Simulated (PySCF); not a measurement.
C4H8Cl2Si2, SMILES C[SiH](C)C#C[SiH](Cl)Cl, singlet at its GFN2-xTB optimised geometry (Å):

```
16

Si    -2.4362    -0.6349     0.0000
Cl    -3.0815    -1.6083    -1.6513
Cl    -3.0819    -1.6083     1.6511
C     -0.5906    -0.6349     0.0000
C      0.6202    -0.6551    -0.0001
Si     2.4820    -0.7194    -0.0010
C      3.0258    -1.6577    -1.5621
C      3.0291    -1.6337     1.5731
H     -2.9697     0.7194     0.0000
H      2.9697     0.6697    -0.0121
H      2.6761    -1.1577    -2.4605
H      4.1082    -1.7280    -1.6243
H      2.6285    -2.6691    -1.5752
H      2.6818    -1.1198     2.4645
H      2.6315    -2.6446     1.6027
H      4.1117    -1.7035     1.6337
```

Calculation: PBE0/def2-TZVP run with PySCF. Cells within 0.4 Å of a nucleus heavier than hydrogen are left out (blank, or x).

Map of the deformation density (molecule minus spherical neutral atoms) (e/bohr³), clipped to [-0.15, 0.15] on the plane z = 0.0 Å:

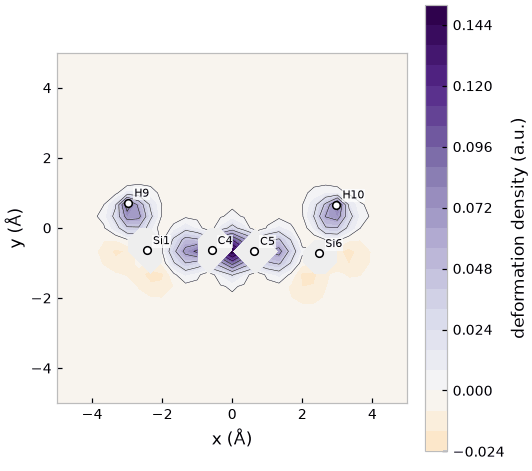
Deformation density (molecule minus spherical neutral atoms) (e/bohr³), clipped to [-0.15, 0.15] on the plane z = 0.0 Å.
